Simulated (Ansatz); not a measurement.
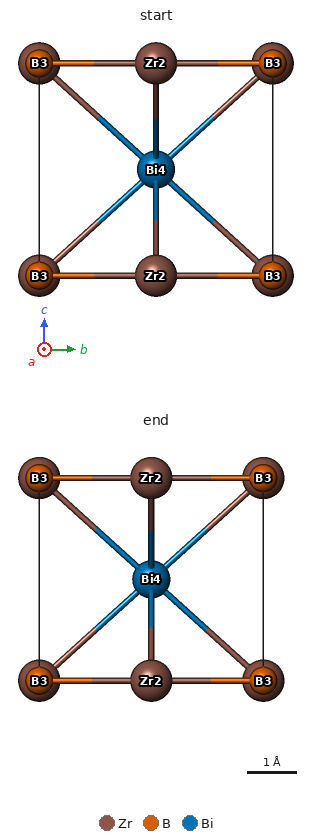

The structure of a crystal of Zr₂BiB (a generated structure, set up in P4/mmm) (coarse preliminary run) before (top) and after (bottom) a relaxation, at one scale.

The picture is a ball-and-stick view of the cell of the calculation, seen along the a axis.

These are results of DFT PBE, scalar-relativistic, plane waves, PAW (Ansatz 0.2.0), not measurements. Set-up: plane-wave cutoff 420 eV; k-point mesh 4 × 4 × 4; occupations gaussian; smearing width 0.1 eV; no spin polarisation; cell and atoms relaxed; force threshold 0.04 eV/Å; at most 70 steps.

Summarise the run.

Answer. The energy falls by 98.2 meV per atom in 2 accepted moves (3 points after the start). All forces vanish by symmetry, so only the cell relaxes. Pressure: −8.96 GPa at the start and −0.19 GPa at the end. At 1 point the geometry stayed and the basis and grid were re-selected for the new cell (energy shift of 0.6 meV per atom at most each time). The atoms keep their places relative to the cell (all moves are under 0.005 Å). The drawn cell changes as follows: a = b 4.851 → 4.656 Å (−4.0 %), c 4.413 → 4.212 Å (−4.6 %); the volume changes by −12.1 %. Near-neighbour distances that change, for instance: Bi–Zr 3.279 → 3.139 Å, Zr–Zr 3.430 → 3.293 Å, B–Zr 2.425 → 2.328 Å. The space group stays P4/mmm (No. 123). Cost: 24 s on 1 thread of Arm Neoverse N1, with other jobs on the host, peak memory 0.39 GiB.
